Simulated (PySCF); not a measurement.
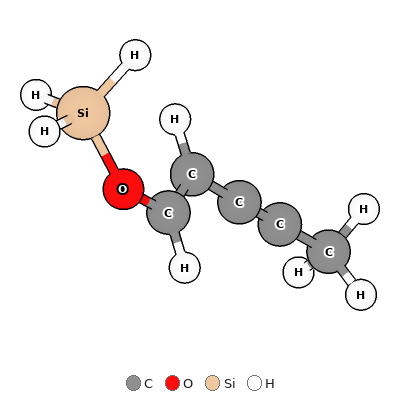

The molecule: C₅H₈OSi, SMILES CC#C/C=C/O[SiH3].

Vertical TDDFT excitations, ωB97X-D/def2-SVPD with PySCF 2.14.0, at a GFN2-xTB geometry (no frequency check), gas phase.

**What does its absorption spectrum look like?**

The lowest singlet lies at 5.51 eV (225 nm, f = 0.444); the brightest of the first 8 is S1 at 5.51 eV (225 nm), f = 0.444, mainly HOMO → LUMO (89 %). No singlet lies below 3.1 eV (beyond 400 nm), so at this level no vertical transition falls in the visible.


| state | E (eV) | λ (nm) | f | main character |
| --- | --- | --- | --- | --- |
| S1 | 5.51 | 225 | 0.444 | HOMO → LUMO (89 %) |
| S2 | 5.72 | 217 | 0.000 | HOMO−1 → LUMO (75 %) |
| S3 | 5.87 | 211 | 0.000 | HOMO → LUMO+1 (27 %) |
| S4 | 6.26 | 198 | 0.002 | HOMO → LUMO+1 (45 %) |
| S5 | 6.48 | 191 | 0.001 | HOMO → LUMO+3 (43 %) |
| S6 | 7.02 | 177 | 0.000 | HOMO → LUMO+5 (47 %) |
| S7 | 7.21 | 172 | 0.015 | HOMO → LUMO+3 (43 %) |
| S8 | 7.33 | 169 | 0.226 | HOMO−1 → LUMO+3 (36 %) |

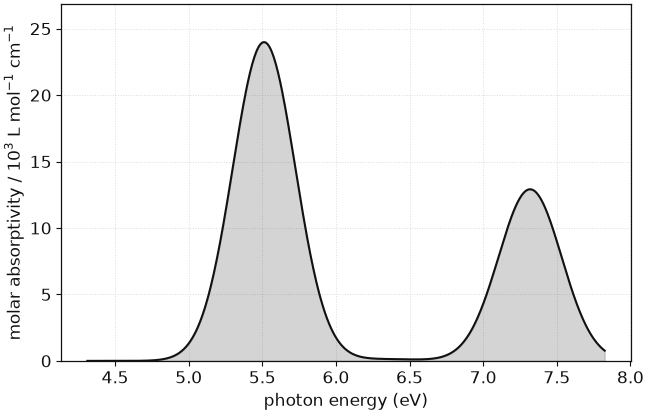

Only the first 8 singlet excitations are included; each is broadened by a Gaussian of 1/e half-width 0.30 eV.

Known limits of this run: the tight-binding geometry is rougher than a DFT one and adds to the error; one conformer of a flexible molecule; core orbitals are frozen in the response.
